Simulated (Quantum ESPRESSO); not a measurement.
# How volume moves the moments of FeSi (Fersilicite)

Wanted: the trend of the moments of FeSi (Fersilicite) with volume.

Method: LDA; plane waves with GBRV 1.5 LDA potentials, no spin-orbit coupling, in Quantum ESPRESSO 7.5.

The database entry behind the starting cell differs from later determinations by our own check (about 0.5 % short), so it need not match the best structure at ambient conditions.

### Step 1. The structure

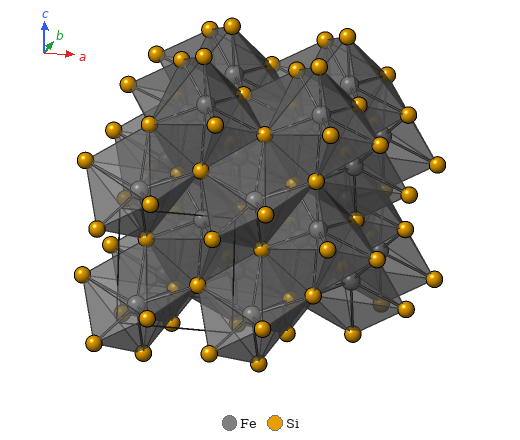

Start, viewed slightly off an axis; iron grey, silicon orange. 2×2×2 cells are drawn. Some periodic images of atoms are drawn too.

The cell comes from the Crystallography Open Database.

### Step 2. Volume 0.8, ferro ++++

All lengths scale alike; the factor is that of the volume. Atoms keep their fractional places. Seeded atoms are those given a starting moment.

The input, pw.in:

```
&CONTROL
  calculation = 'scf'
  prefix = 'pwscf'
  outdir = './tmp'
  pseudo_dir = './pseudo'
  disk_io = 'nowf'
  tprnfor = .true.
  tstress = .true.
/
&SYSTEM
  ibrav = 0
  celldm(1) = 8
  nat = 8
  ntyp = 2
  ecutwfc = 40
  ecutrho = 280
  nbnd = 58
  occupations = 'smearing'
  smearing = 'fd'
  degauss = 0.00734986
  nspin = 2
  starting_magnetization(1) = 0.175
  starting_magnetization(2) = 0
/
&ELECTRONS
  conv_thr = 1.6d-08
  electron_maxstep = 150
  mixing_beta = 0.3
/
ATOMIC_SPECIES
Fe     55.8450 fe_lda_v1.5.uspp.F.UPF
Si     28.0850 si_lda_v1.uspp.F.UPF
CELL_PARAMETERS alat
   0.9795384652132    0.0000000000000    0.0000000000000
   0.0000000000000    0.9795384652132    0.0000000000000
   0.0000000000000    0.0000000000000    0.9795384652132
ATOMIC_POSITIONS crystal
Fe      0.1340000000    0.1340000000    0.1340000000
Fe      0.3660000000    0.8660000000    0.6340000000
Fe      0.6340000000    0.3660000000    0.8660000000
Fe      0.8660000000    0.6340000000    0.3660000000
Si      0.8445000000    0.8445000000    0.8445000000
Si      0.6555000000    0.1555000000    0.3445000000
Si      0.3445000000    0.6555000000    0.1555000000
Si      0.1555000000    0.3445000000    0.6555000000
K_POINTS automatic
6 6 6 0 0 0
```

The run is started by

```
> OMP_NUM_THREADS=1 mpirun -n 4 pw.x -nk 4 -in pw.in > pw.out
```

The log of the run:

```text
Program PWSCF v.7.5 starts

     Message from routine setup:
     using ibrav=0 with symmetry is DISCOURAGED, use correct ibrav instead

     K-points division:     npool     =       4
     Subspace diagonalization in iterative solution of the eigenvalue problem:

     bravais-lattice index     =            0
     lattice parameter (alat)  =       8.0000  a.u.
     unit-cell volume          =     481.2098 (a.u.)^3
     number of atoms/cell      =            8
     number of atomic types    =            2
     number of electrons       =        80.00
     number of Kohn-Sham states=           58
     kinetic-energy cutoff     =      40.0000  Ry
     charge density cutoff     =     280.0000  Ry
     scf convergence threshold =      1.6E-08
     mixing beta               =       0.3000
     number of iterations used =            8  plain     mixing
     Exchange-correlation= SLA  PZ   NOGX NOGC
                           (   1   1   0   0   0   0   0)

     celldm(1)=   8.000000  celldm(2)=   0.000000  celldm(3)=   0.000000
     celldm(4)=   0.000000  celldm(5)=   0.000000  celldm(6)=   0.000000

     crystal axes: (cart. coord. in units of alat)
               a(1) = (   0.979538   0.000000   0.000000 )
               a(2) = (   0.000000   0.979538   0.000000 )
               a(3) = (   0.000000   0.000000   0.979538 )

     reciprocal axes: (cart. coord. in units 2 pi/alat)
               b(1) = (  1.020889  0.000000  0.000000 )
               b(2) = (  0.000000  1.020889  0.000000 )
               b(3) = (  0.000000  0.000000  1.020889 )

     PseudoPot. # 1 for Fe read from file:
     fe_lda_v1.5.uspp.F.UPF
     Pseudo is Ultrasoft + core correction, Zval = 16.0

     PseudoPot. # 2 for Si read from file:
     si_lda_v1.uspp.F.UPF
     Pseudo is Ultrasoft + core correction, Zval =  4.0

     atomic species   valence    mass     pseudopotential
     Fe               16.00    55.84500     Fe( 1.00)
     Si                4.00    28.08500     Si( 1.00)

     Starting magnetic structure
     atomic species   magnetization
     Fe              0.175
     Si              0.000

     12 Sym. Ops. (no inversion) found ( 9 have fractional translation)

   Cartesian axes

     site n.     atom                  positions (alat units)
         1        Fe     tau(   1) = (   0.1312582   0.1312582   0.1312582  )
         2        Fe     tau(   2) = (   0.3585111   0.8482803   0.6210274  )
         3        Fe     tau(   3) = (   0.6210274   0.3585111   0.8482803  )
         4        Fe     tau(   4) = (   0.8482803   0.6210274   0.3585111  )
         5        Si     tau(   5) = (   0.8272202   0.8272202   0.8272202  )
         6        Si     tau(   6) = (   0.6420875   0.1523182   0.3374510  )
         7        Si     tau(   7) = (   0.3374510   0.6420875   0.1523182  )
         8        Si     tau(   8) = (   0.1523182   0.3374510   0.6420875  )

     number of k points=    24  Fermi-Dirac smearing, width (Ry)=  0.0073
                       cart. coord. in units 2pi/alat
        k(    1) = (   0.0000000   0.0000000   0.0000000), wk =   0.0046296
        k(    2) = (   0.0000000   0.0000000   0.1701482), wk =   0.0277778
        k(    3) = (   0.0000000   0.0000000   0.3402963), wk =   0.0277778
        k(    4) = (   0.0000000   0.0000000  -0.5104445), wk =   0.0138889
        k(    5) = (   0.0000000   0.1701482   0.1701482), wk =   0.0555556
        [... 19 further k-points ...]

     Dense  grid:    38089 G-vectors     FFT dimensions: (  48,  48,  48)

     Smooth grid:    16375 G-vectors     FFT dimensions: (  32,  32,  32)

     Check: negative core charge=   -0.000034
     Generating pointlists ...
     new r_m :   0.2026 (alat units)  1.6209 (a.u.) for type    1
     new r_m :   0.2026 (alat units)  1.6209 (a.u.) for type    2

     Initial potential from superposition of free atoms

     starting charge      75.9976, renormalised to      80.0000
     Starting wfcs are   68 randomized atomic wfcs

     Self-consistent Calculation

     iteration #  1     ecut=    40.00 Ry     beta= 0.30
     Davidson diagonalization with overlap
     ethr =  1.00E-02,  avg # of iterations =  5.0

     total energy              =   -1037.78580980 Ry
     estimated scf accuracy    <       7.85165117 Ry

     total magnetization       =     3.94 Bohr mag/cell
     absolute magnetization    =     5.14 Bohr mag/cell

     iteration #  2     ecut=    40.00 Ry     beta= 0.30
     Davidson diagonalization with overlap
     ethr =  9.81E-03,  avg # of iterations =  2.0

     total energy              =   -1039.48212305 Ry
     estimated scf accuracy    <       3.53172884 Ry

     total magnetization       =     3.47 Bohr mag/cell
     absolute magnetization    =     4.42 Bohr mag/cell

     [... further iterations left out ...]

     iteration # 15     ecut=    40.00 Ry     beta= 0.30
     Davidson diagonalization with overlap
     ethr =  4.77E-10,  avg # of iterations =  2.6

     total energy              =   -1040.01897458 Ry
     estimated scf accuracy    <       0.00000008 Ry

     total magnetization       =    -0.00 Bohr mag/cell
     absolute magnetization    =     0.00 Bohr mag/cell

     iteration # 16     ecut=    40.00 Ry     beta= 0.30
     Davidson diagonalization with overlap
     ethr =  9.55E-11,  avg # of iterations =  2.4

     Magnetic moment per site  (integrated on atomic sphere of radius R)
     atom   1 (R=0.203)  charge= 13.8007  magn=  0.0000
     atom   2 (R=0.203)  charge= 13.8007  magn=  0.0000
     atom   3 (R=0.203)  charge= 13.8007  magn=  0.0000
     atom   4 (R=0.203)  charge= 13.8007  magn=  0.0000
     atom   5 (R=0.203)  charge=  1.4885  magn= -0.0000
     atom   6 (R=0.203)  charge=  1.4885  magn= -0.0000
     atom   7 (R=0.203)  charge=  1.4885  magn= -0.0000
     atom   8 (R=0.203)  charge=  1.4885  magn= -0.0000

     End of self-consistent calculation

     [... lines left out ...]
     the Fermi energy is    20.7160 ev

!    total energy              =   -1040.01897461 Ry
     estimated scf accuracy    <          3.3E-09 Ry
     smearing contrib. (-TS)   =      -0.01067713 Ry
     internal energy E=F+TS    =   -1040.00829748 Ry

     The total energy is F=E-TS. E is the sum of the following terms:
     one-electron contribution =    -528.04485790 Ry
     hartree contribution      =     323.61231262 Ry
     xc contribution           =    -135.24256104 Ry
     ewald contribution        =    -700.33319116 Ry

     total magnetization       =     0.00 Bohr mag/cell
     absolute magnetization    =     0.00 Bohr mag/cell

     convergence has been achieved in  16 iterations

     Forces acting on atoms (cartesian axes, Ry/au):

     atom    1 type  1   force =     0.03306888    0.03306888    0.03306888
     atom    2 type  1   force =    -0.03306888   -0.03306888    0.03306888
     atom    3 type  1   force =     0.03306888   -0.03306888   -0.03306888
     atom    4 type  1   force =    -0.03306888    0.03306888   -0.03306888
     atom    5 type  2   force =    -0.00952589   -0.00952589   -0.00952589
     atom    6 type  2   force =     0.00952589    0.00952589   -0.00952589
     atom    7 type  2   force =    -0.00952589    0.00952589    0.00952589
     atom    8 type  2   force =     0.00952589   -0.00952589    0.00952589

     Total force =     0.119212     Total SCF correction =     0.000241

     Computing stress (Cartesian axis) and pressure

          total   stress  (Ry/bohr**3)                   (kbar)     P=      595.32
   0.00404690   0.00000000   0.00000000          595.32        0.00        0.00
   0.00000000   0.00404690   0.00000000            0.00      595.32        0.00
   0.00000000   0.00000000   0.00404690            0.00        0.00      595.32

=------------------------------------------------------------------------------=
   JOB DONE.
=------------------------------------------------------------------------------=
```

Run time: 36 s. Hardware: 4 MPI ranks of Intel Xeon 6975P-C (Granite Rapids), shared host; peak memory 0.53 GiB.

The spin moment in the atom's sphere vanishes on all atoms.

Read from the output:

```
smearing term TS       : 0.1453 eV
pressure               : 59.53 GPa
magnetization          : 0 μB
absolute magnetization : 0 μB
final state            : non-magnetic
```

### Step 3. Volume 0.8, antiferro ++--

Edit pw.in of step 2 so:

```diff
@@ -13,6 +13,6 @@
   nat = 8
-  ntyp = 2
+  ntyp = 3
   ecutwfc = 40
   ecutrho = 280
-  nbnd = 58
+  nbnd = 52
   occupations = 'smearing'
@@ -22,3 +22,4 @@
   starting_magnetization(1) = 0.175
-  starting_magnetization(2) = 0
+  starting_magnetization(2) = -0.175
+  starting_magnetization(3) = 0
 /
@@ -30,3 +31,4 @@
 ATOMIC_SPECIES
-Fe     55.8450 fe_lda_v1.5.uspp.F.UPF
+Fe1    55.8450 fe_lda_v1.5.uspp.F.UPF
+Fe2    55.8450 fe_lda_v1.5.uspp.F.UPF
 Si     28.0850 si_lda_v1.uspp.F.UPF
@@ -37,6 +39,6 @@
 ATOMIC_POSITIONS crystal
-Fe      0.1340000000    0.1340000000    0.1340000000
-Fe      0.3660000000    0.8660000000    0.6340000000
-Fe      0.6340000000    0.3660000000    0.8660000000
-Fe      0.8660000000    0.6340000000    0.3660000000
+Fe1     0.1340000000    0.1340000000    0.1340000000
+Fe1     0.3660000000    0.8660000000    0.6340000000
+Fe2     0.6340000000    0.3660000000    0.8660000000
+Fe2     0.8660000000    0.6340000000    0.3660000000
 Si      0.8445000000    0.8445000000    0.8445000000
```

The log of the run:

```text
     [... lines left out ...]
Program PWSCF v.7.5 starts
     [... lines left out ...]
     number of atoms/cell      =            8
     [... lines left out ...]
     number of electrons       =        80.00
     number of Kohn-Sham states=           52
     kinetic-energy cutoff     =      40.0000  Ry
     charge density cutoff     =     280.0000  Ry
     scf convergence threshold =      1.6E-08
     [... lines left out ...]
      2 Sym. Ops. (no inversion) found ( 1 have fractional translation)
     [... lines left out ...]
     number of k points=    80  Fermi-Dirac smearing, width (Ry)=  0.0073
     [... lines left out ...]
     iteration # 16     ecut=    40.00 Ry     beta= 0.30
     [... lines left out ...]
     Magnetic moment per site  (integrated on atomic sphere of radius R)
     atom   1 (R=0.203)  charge= 13.8009  magn=  0.0001
     atom   2 (R=0.203)  charge= 13.8009  magn=  0.0001
     atom   3 (R=0.203)  charge= 13.8007  magn=  0.0000
     atom   4 (R=0.203)  charge= 13.8007  magn=  0.0000
     atom   5 (R=0.203)  charge=  1.4886  magn= -0.0000
     atom   6 (R=0.203)  charge=  1.4886  magn= -0.0000
     atom   7 (R=0.203)  charge=  1.4887  magn= -0.0000
     atom   8 (R=0.203)  charge=  1.4887  magn= -0.0000
     [... lines left out ...]
     the Fermi energy is    20.7160 ev
!    total energy              =   -1040.01896885 Ry
     estimated scf accuracy    <          7.0E-09 Ry
     smearing contrib. (-TS)   =      -0.01067759 Ry
     [... lines left out ...]
     total magnetization       =     0.00 Bohr mag/cell
     absolute magnetization    =     0.00 Bohr mag/cell
     convergence has been achieved in  16 iterations
     [... lines left out ...]
     Total force =     0.119274     Total SCF correction =     0.000096
     [... lines left out ...]
          total   stress  (Ry/bohr**3)                   (kbar)     P=      594.95
     [... lines left out ...]
```

It took 1.7 min on 4 MPI ranks; peak memory 0.71 GiB; 6.9 min of CPU time.

Spin moment in the atom's sphere by atom:

```csv
atom,spin moment in the atom's sphere (μB)
Fe1,0.0001
Fe2,0.0001
Fe3,0.0000
Fe4,0.0000
Si5,0.0000
Si6,0.0000
Si7,0.0000
Si8,0.0000
```

This step gave:

```yaml
smearing_term_ts: 0.1453 eV
pressure: 59.49 GPa
magnetization: 0 μB
absolute_magnetization: 0 μB
final_state: non-magnetic
```

### Step 4. Volume 0.8, no spin polarisation

The input, pw.in:

```
&CONTROL
  calculation = 'scf'
  prefix = 'pwscf'
  outdir = './tmp'
  pseudo_dir = './pseudo'
  disk_io = 'nowf'
  tprnfor = .true.
  tstress = .true.
/
&SYSTEM
  ibrav = 0
  celldm(1) = 8
  nat = 8
  ntyp = 2
  ecutwfc = 40
  ecutrho = 280
  nbnd = 52
  occupations = 'smearing'
  smearing = 'fd'
  degauss = 0.00734986
/
&ELECTRONS
  conv_thr = 1.6d-08
  electron_maxstep = 150
  mixing_beta = 0.3
/
ATOMIC_SPECIES
Fe     55.8450 fe_lda_v1.5.uspp.F.UPF
Si     28.0850 si_lda_v1.uspp.F.UPF
CELL_PARAMETERS alat
   0.9795384652132    0.0000000000000    0.0000000000000
   0.0000000000000    0.9795384652132    0.0000000000000
   0.0000000000000    0.0000000000000    0.9795384652132
ATOMIC_POSITIONS crystal
Fe      0.1340000000    0.1340000000    0.1340000000
Fe      0.3660000000    0.8660000000    0.6340000000
Fe      0.6340000000    0.3660000000    0.8660000000
Fe      0.8660000000    0.6340000000    0.3660000000
Si      0.8445000000    0.8445000000    0.8445000000
Si      0.6555000000    0.1555000000    0.3445000000
Si      0.3445000000    0.6555000000    0.1555000000
Si      0.1555000000    0.3445000000    0.6555000000
K_POINTS automatic
6 6 6 0 0 0
```

The log of the run:

```text
     [... lines left out ...]
Program PWSCF v.7.5 starts
     [... lines left out ...]
     number of atoms/cell      =            8
     [... lines left out ...]
     number of electrons       =        80.00
     number of Kohn-Sham states=           52
     kinetic-energy cutoff     =      40.0000  Ry
     charge density cutoff     =     280.0000  Ry
     scf convergence threshold =      1.6E-08
     [... lines left out ...]
     12 Sym. Ops. (no inversion) found ( 9 have fractional translation)
     [... lines left out ...]
     number of k points=    24  Fermi-Dirac smearing, width (Ry)=  0.0073
     [... lines left out ...]
     iteration # 11     ecut=    40.00 Ry     beta= 0.30
     [... lines left out ...]
     the Fermi energy is    20.7160 ev
!    total energy              =   -1040.01897461 Ry
     estimated scf accuracy    <          4.5E-10 Ry
     smearing contrib. (-TS)   =      -0.01067724 Ry
     [... lines left out ...]
     convergence has been achieved in  11 iterations
     [... lines left out ...]
     Total force =     0.119300     Total SCF correction =     0.000017
     [... lines left out ...]
          total   stress  (Ry/bohr**3)                   (kbar)     P=      595.46
     [... lines left out ...]
```

It took 16 s on 4 MPI ranks; peak memory 0.44 GiB; 63 s of CPU time.

Numbers from this step:

| Property | Result |
| --- | --- |
| smearing term TS | 0.1453 eV |
| pressure | 59.55 GPa |
| final state | non-magnetic (no spin polarisation) |

### Step 5. Volume 1.16, ferro ++++

Edit pw.in of step 4 so:

```diff
@@ -16,3 +16,3 @@
   ecutrho = 280
-  nbnd = 52
+  nbnd = 58
   occupations = 'smearing'
@@ -20,2 +20,5 @@
   degauss = 0.00734986
+  nspin = 2
+  starting_magnetization(1) = 0.175
+  starting_magnetization(2) = 0
 /
@@ -30,5 +33,5 @@
 CELL_PARAMETERS alat
-   0.9795384652132    0.0000000000000    0.0000000000000
-   0.0000000000000    0.9795384652132    0.0000000000000
-   0.0000000000000    0.0000000000000    0.9795384652132
+   1.1086917833444    0.0000000000000    0.0000000000000
+   0.0000000000000    1.1086917833444    0.0000000000000
+   0.0000000000000    0.0000000000000    1.1086917833444
 ATOMIC_POSITIONS crystal
```

The log of the run:

```text
     [... lines left out ...]
Program PWSCF v.7.5 starts
     [... lines left out ...]
     number of atoms/cell      =            8
     [... lines left out ...]
     number of electrons       =        80.00
     number of Kohn-Sham states=           58
     kinetic-energy cutoff     =      40.0000  Ry
     charge density cutoff     =     280.0000  Ry
     scf convergence threshold =      1.6E-08
     [... lines left out ...]
     12 Sym. Ops. (no inversion) found ( 9 have fractional translation)
     [... lines left out ...]
     number of k points=    24  Fermi-Dirac smearing, width (Ry)=  0.0073
     [... lines left out ...]
     iteration # 14     ecut=    40.00 Ry     beta= 0.30
     [... lines left out ...]
     Magnetic moment per site  (integrated on atomic sphere of radius R)
     atom   1 (R=0.229)  charge= 14.1867  magn=  1.0665
     atom   2 (R=0.229)  charge= 14.1867  magn=  1.0665
     atom   3 (R=0.229)  charge= 14.1867  magn=  1.0665
     atom   4 (R=0.229)  charge= 14.1867  magn=  1.0665
     atom   5 (R=0.229)  charge=  1.7563  magn= -0.0560
     atom   6 (R=0.229)  charge=  1.7563  magn= -0.0560
     atom   7 (R=0.229)  charge=  1.7563  magn= -0.0560
     atom   8 (R=0.229)  charge=  1.7563  magn= -0.0560
     [... lines left out ...]
     the Fermi energy is    13.3964 ev
!    total energy              =   -1039.98562600 Ry
     estimated scf accuracy    <          7.3E-09 Ry
     smearing contrib. (-TS)   =      -0.01797397 Ry
     [... lines left out ...]
     total magnetization       =     3.88 Bohr mag/cell
     absolute magnetization    =     4.85 Bohr mag/cell
     convergence has been achieved in  14 iterations
     [... lines left out ...]
     Total force =     0.032352     Total SCF correction =     0.000048
     [... lines left out ...]
          total   stress  (Ry/bohr**3)                   (kbar)     P=     -318.38
     [... lines left out ...]
```

Wall time 57 s (4 MPI ranks); peak memory 0.62 GiB; 3.8 min of CPU time.

Numbers from this step:

```yaml
smearing_term_ts: 0.2445 eV
pressure: -31.84 GPa
magnetization: 3.881 μB
absolute_magnetization: 4.854 μB
final_state: ferromagnetic
largest_moment: 1.067 μB
```

### Step 6. All points

The runs not shown differ from these in the moved quantity alone.

States, by row:

```csv
volume,ferro ++++,antiferro ++--,no spin polarisation
0.8,non-magnetic,non-magnetic,non-magnetic
0.86,non-magnetic,non-magnetic,non-magnetic
0.92,non-magnetic,non-magnetic,non-magnetic
0.96,non-magnetic,non-magnetic,non-magnetic
1,non-magnetic,non-magnetic,non-magnetic
1.05,non-magnetic,non-magnetic,non-magnetic
1.1,ferromagnetic,non-magnetic,non-magnetic
1.16,ferromagnetic,non-magnetic,non-magnetic
```

The largest site moment by volume:

```csv
volume (factor),ferro ++++ (μB),antiferro ++-- (μB)
0.800,2.5e-5,5.5e-5
0.860,4.3e-5,1.5e-4
0.920,1.6e-4,3.4e-5
0.960,1.4e-4,0.00126
1.000,0.00182,4.5e-4
1.050,0.00107,6.7e-4
1.100,0.861,0.00450
1.160,1.07,3.8e-4
```

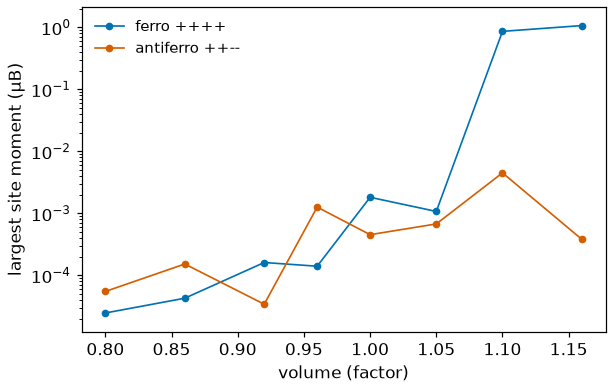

Largest site moment, plotted against volume.

The energy less that of the parallel start by volume; values in meV a seeded atom:

```csv
volume (factor),antiferro ++--,no spin polarisation
0.800,0.0196,0
0.860,-0.00410,0
0.920,-0.0223,0
0.960,0.00610,0
1.000,-0.0141,-9.7e-5
1.050,-0.00105,0
1.100,5.85,5.85
1.160,25.4,25.4
```

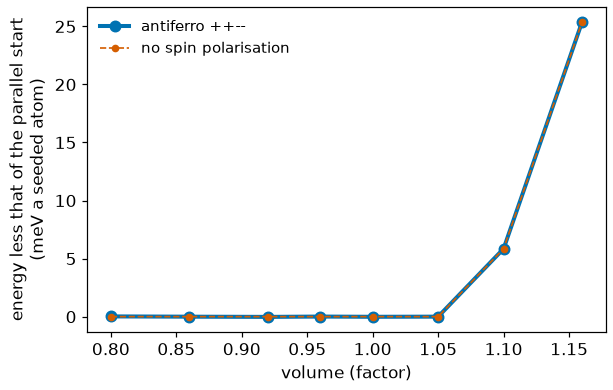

Energy less that of the parallel start against volume.

Table of energy over the lowest by volume; values in meV an atom:

```csv
volume (factor),ferro ++++,antiferro ++--,no spin polarisation
0.800,247,247,247
0.860,67.6,67.6,67.6
0.920,0.0112,0,0.0112
0.960,0.202,0.205,0.202
1.000,28.0,28.0,28.0
1.050,92.9,92.9,92.9
1.100,180,183,183
1.160,303,316,316
```

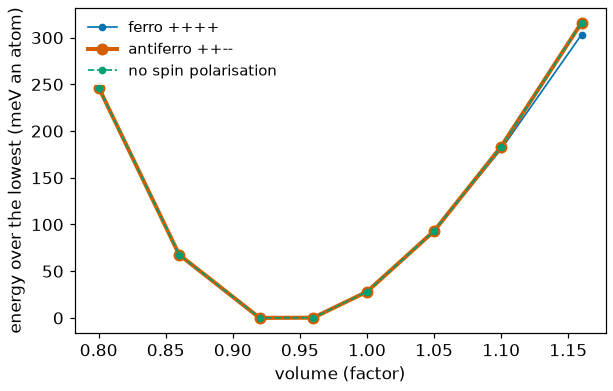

Energy over the lowest, plotted against volume.

### Step 7. Summary of results

- moment, parallel start: 2.5e-5 to 1.07 μB
- states met from these starts: ferromagnetic and non-magnetic

What this shows: The parallel start holds a moment of 0.15 μB or more only at 1.1 and 1.16. Some or all runs of the second start lost their moments or typed signs, and their energies are those of the state reached. The largest moment of the start antiferro ++-- lies between 3.4e-5 and 0.00450 μB. Energies are free energies at an electronic temperature of 1160 K, which lowers moments and differences where the moments are itinerant.

[Logs and program files are shortened in this print: banners, set-up blocks, solver, clock and traceback lines can be left out without a mark of their own.]

[Logs are printed without paths, hosts, clocks, repeated set-up lines and the standing remarks that a program may print on its own settings, such as how far it seeks lower states.]

[Hosts, paths, dates, database ids (printed as entryN), source tags and the programs' standing remarks are cut or masked in the printed files.]

[Where a cell is said to come from a database of computed structures, the database is the Materials Project.]
